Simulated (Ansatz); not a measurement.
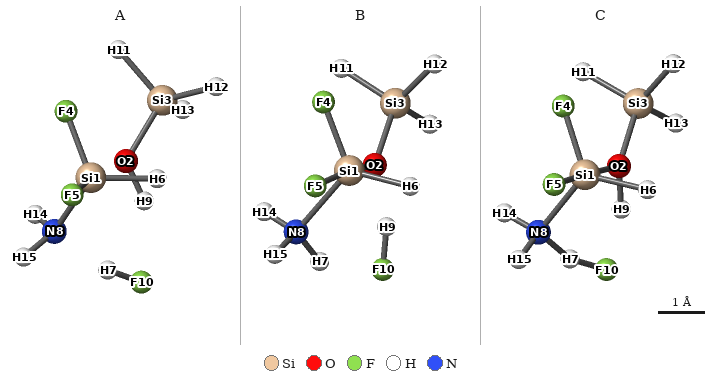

Three geometries of Si2NH8OF3: a saddle point and the two minima that it joins, in shuffled order. A ball-and-stick model, seen from a free direction. Sticks join atoms that are closer than about 1.2 times the sum of their covalent radii (a little more with hydrogen).

Stationary points at PBE0-D4/def2-TZVP, single-point energies with PBE0-D4, PBE-D4, SPW92 (LDA), wB97X-V (def2-TZVPP where no basis is named; Ansatz 0.2.0). The energies are electronic, without zero-point or thermal terms, and both ends are the minima reached downhill from the saddle, with any fragments still in contact.

> Identify the saddle point and describe the reaction.

Frame C is the saddle point. Counted by bonded pieces, B holds HF + Si₂H₇NOF₂ and A holds HF + SiH₃NF₂ + SiH₄O. From B over the saddle to A, bonds form: O2–H9 (1.51 → 1.04 → 0.97 Å), H7–F10 (1.84 → 1.19 → 0.97 Å). Bonds break: Si1–O2 (1.77 → 2.01 → 2.81 Å), H7–N8 (1.03 → 1.23 → 1.63 Å), H9–F10 (0.97 → 1.38 → 1.86 Å). The saddle has one imaginary mode, 442i cm⁻¹. With PBE0-D4 the barrier is 34.8 kJ/mol from B and 18.7 kJ/mol from A, and A lies 16.1 kJ/mol above B.

```
      level  barrier from B (kJ/mol)  barrier from A (kJ/mol)  A less B (kJ/mol)
    PBE0-D4                     34.8                     18.7               16.1
     PBE-D4                     26.5                     11.9               14.6
SPW92 (LDA)                     12.9                    −26.2               39.1
    wB97X-V                     39.9                     24.4               15.5
```
